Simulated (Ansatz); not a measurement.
## Molecular dynamics, with input and output: Si$_{16}$O (part 4 of 4)

Si$_{16}$O (defect cell, 17 atoms in the cell); DFT LDA, scalar-relativistic, plane waves, PAW, spin-polarised (Ansatz 0.2.0); cutoff 420 eV, 2×2×2 k-mesh, Fermi–Dirac smearing of 0.05 eV, collinear spins. It belongs to a series of runs on one base structure; here: dynamics from the last frame of the run before.

Geometry of the input (Å; fractional positions):
```
0.0000  5.4300  5.4300
5.4300  0.0000  5.4300
5.4300  5.4300  0.0000
Si -0.0716  0.0863  -0.0411
Si 0.1513  0.1216  0.0654
Si 0.0214  0.0187  0.4618
Si 0.1484  0.1372  0.6157
Si -0.0580  0.5212  0.0309
Si 0.0998  0.6806  0.1122
Si 0.0403  0.4982  0.4837
Si 0.0499  0.6728  0.6507
Si 0.5017  0.0124  -0.0243
Si 0.5626  0.1634  0.1299
Si 0.5053  0.0007  0.5059
Si 0.6036  0.1576  0.6150
Si 0.4685  0.5235  0.0034
Si 0.5726  0.6088  0.1597
Si 0.4355  0.5221  0.5213
Si 0.6136  0.6335  0.6410
O  1.1079  0.3088  0.1618
```

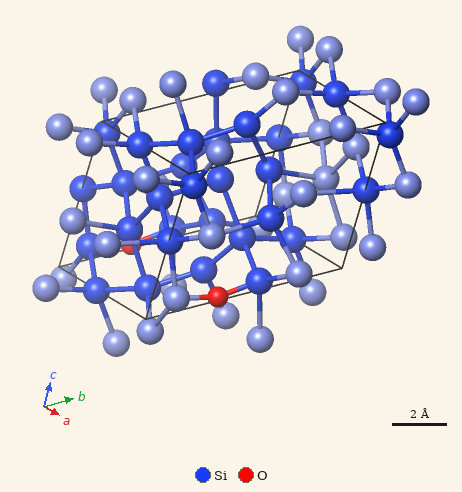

Fig. 1: The geometry at step 106 of the log (ball-and-stick view of the cell of the calculation, seen slightly off an axis; neighbours outside the cell are drawn fainter).

**Trajectory as extended XYZ, continued**
```
17
Lattice="0.0000 5.4300 5.4300 5.4300 0.0000 5.4300 5.4300 5.4300 0.0000" Properties=species:S:1:pos:R:3:forces:R:3 step=101 time_fs=101.0 energy=-10287.79500 temperature=1295.4
Si   -0.2525   -0.4072    0.3474    1.2922   1.3841  -1.7238
Si    1.2163    1.3224    0.9550   -0.0293  -0.0920   0.5699
Si    2.9615    2.5458   -0.0872   -1.7858  -0.7881  -2.2332
Si    3.8772    3.7226    1.5339    0.6456  -0.9176   1.8594
Si    3.4109    0.0977    2.9695   -1.3464  -1.0402  -0.5214
Si    4.3949    1.4411    4.5495   -0.9601   0.9203   0.2487
Si    5.6197    2.4619    2.7800   -1.3877  -0.9313  -1.0237
Si    7.0105    3.8852    3.6779    3.7098  -0.1400   1.1249
Si   -0.0423    2.6772    2.4585    0.0843  -1.0829   0.1911
Si    1.0470    3.6678    4.3317   -0.3589   1.0558  -1.1286
Si    2.5449    4.9253    2.9204   -0.3488   1.8088   0.1218
Si    4.1013    6.5866    3.7824    0.6267  -0.6347   0.5590
Si    2.7234    3.2722    5.7571    0.6291  -2.9832   0.1170
Si    4.4667    4.3619    6.6781    1.0006   0.9892  -0.2693
Si    5.9242    5.2636    4.9328   -1.7084   2.6167   2.2723
Si    7.1356    6.7295    6.8480   -0.4290  -0.8822  -0.7724
O     2.0898    5.9203    7.4895    0.3664   0.7172   0.6082
17
Lattice="0.0000 5.4300 5.4300 5.4300 0.0000 5.4300 5.4300 5.4300 0.0000" Properties=species:S:1:pos:R:3:forces:R:3 step=106 time_fs=106.0 energy=-10287.98470 temperature=1402.4
Si   -0.2868   -0.3822    0.2822    1.3510   1.1649  -0.9897
Si    1.2505    1.3093    0.9474   -1.0052   0.0597   0.6166
Si    2.9361    2.4665   -0.1024   -1.1902   0.1221  -1.7726
Si    3.9096    3.7027    1.5180    0.2618  -1.0413   1.3273
Si    3.4153    0.0873    2.9863   -1.5510  -1.0453  -0.7858
Si    4.4075    1.4536    4.5360   -1.0486   1.2487   0.0205
Si    5.6201    2.4374    2.7469   -0.9058  -0.0736  -0.3955
Si    7.0304    3.8948    3.7401    2.9350  -0.4658   0.8144
Si   -0.0293    2.7462    2.4757    0.4128  -1.7754  -0.0607
Si    1.0344    3.6771    4.3666   -0.6757   0.9961  -1.5040
Si    2.5271    4.8581    2.9259    0.1114   2.1217  -0.0802
Si    4.1210    6.6222    3.7648    0.4301  -1.0475   0.3822
Si    2.7026    3.2875    5.7383    1.0904  -3.0033   0.5377
Si    4.4789    4.3584    6.6517    0.3047   1.1124   0.1207
Si    5.8896    5.2665    5.0084   -1.1046   2.4963   1.3935
Si    7.1223    6.7425    6.8438   -0.1074  -1.1285  -0.7754
O     2.1071    5.9653    7.4985    0.6914   0.2588   1.1512
17
Lattice="0.0000 5.4300 5.4300 5.4300 0.0000 5.4300 5.4300 5.4300 0.0000" Properties=species:S:1:pos:R:3:forces:R:3 step=110 time_fs=110.0 energy=-10288.16374 temperature=1504.0
Si   -0.3060   -0.3548    0.2233    1.1981   0.7241  -0.1771
Si    1.2723    1.2991    0.9451   -1.6267  -0.0340   0.7747
Si    2.9081    2.4030   -0.1257   -0.5593   0.8783  -1.3851
Si    3.9374    3.6803    1.5136    0.0051  -0.9284   0.7501
Si    3.4094    0.0724    2.9951   -1.3427  -0.9667  -0.6863
Si    4.4111    1.4712    4.5254   -1.1380   1.4699  -0.2666
Si    5.6146    2.4169    2.7177   -0.5156   0.5682   0.1481
Si    7.0648    3.8999    3.7953    2.0437  -0.5361   0.6817
Si   -0.0164    2.7910    2.4892    0.5416  -2.1071  -0.2635
Si    1.0204    3.6908    4.3856   -0.6797   0.8993  -1.5873
Si    2.5134    4.8170    2.9298    0.4182   2.1826  -0.3421
Si    4.1396    6.6446    3.7532    0.3537  -1.2908   0.2962
Si    2.6923    3.2811    5.7264    1.3329  -2.9079   0.6882
Si    4.4909    4.3624    6.6312   -0.4300   0.8677   0.6510
Si    5.8548    5.2843    5.0781   -0.2507   2.2935   0.2541
Si    7.1108    6.7461    6.8356    0.1132  -1.2579  -0.7220
O     2.1281    6.0048    7.5177    0.5360   0.1453   1.1858
```
